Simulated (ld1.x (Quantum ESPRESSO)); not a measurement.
Ld1.x (Quantum ESPRESSO) 7.5 input:

```
 &input
   title='Br', zed=35., rel=1, dft='PBE', iswitch=3,
   config='[Ar] 3d10 4s1.5 4p5.5 4d-2'
 /
 &inputp
   pseudotype=1, tm=.true., lloc=0,
   nlcc=.true., new_core_ps=.true., rcore=0.95
 /
3
4P  2  1   5.50   0.00  1.45  1.45  0.0
4D  3  2  -2.00   0.20  1.45  1.45  0.0
4S  1  0   1.50   0.00  1.50  1.50  0.0
 &test
   configts(1)='4s1.5 4p5.5'
 /
```

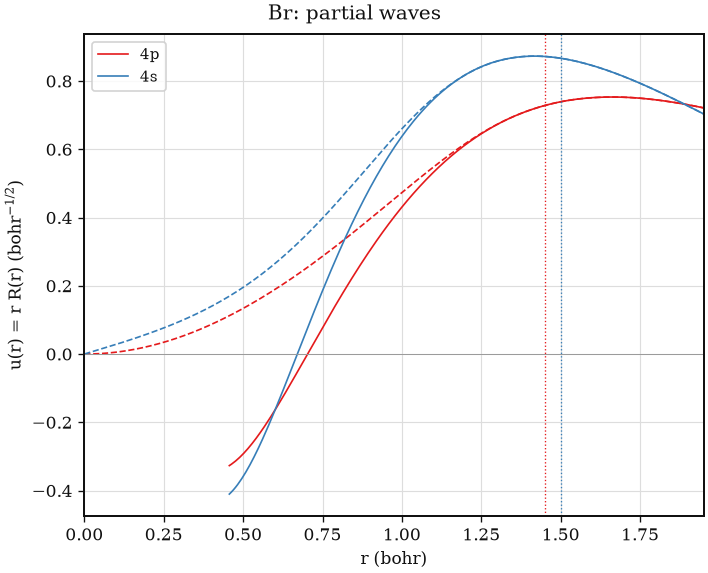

Partial waves u(r) = r R(r), all-electron (solid) and pseudo (dashed). Dotted lines mark the matching radii. The all-electron curves start outside the innermost oscillations, which aren't drawn.

Pseudo-waves: 4p has no node; 4s has no node.

- Cutoffs needed: 45 Ry and 80 Ry (the cutoffs, on a coarse ladder, from which the occupation-weighted sum of valence levels, in a spherical-Bessel basis at the reference potential, stays within 10 and 1 mRy of its value at 400 Ry)
- Ghost test: no ghost state below the valence levels in the p, d, s channels (spherical-Bessel basis up to 400 Ry, 20 bohr box)
- Largest excitation error: -44 meV (all-electron minus pseudo) for 4s2 4p1, out of 7 test configurations
